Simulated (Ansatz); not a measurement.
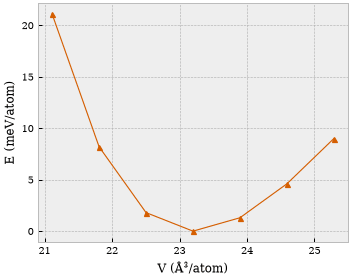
Fig. 1. ZrS$_{2}$ (CdI2 type, space group No. 164) under volume change, plane-wave PAW r²SCAN+D4 (Ansatz code), shape and atoms relaxed at each volume.

### Question
What does a third-order Birch–Murnaghan fit give for V₀, B₀ and B′?

### Answer
V₀ = 23.23 Å³/atom, B₀ = 23.3 GPa, B′ = 12.7.

Space group P-3m1 (CdI2 type). The cell was relaxed with r²SCAN+D4 under the symmetry of its start. No spin polarisation was allowed.

Potentials: the later of the program's two PAW sets.
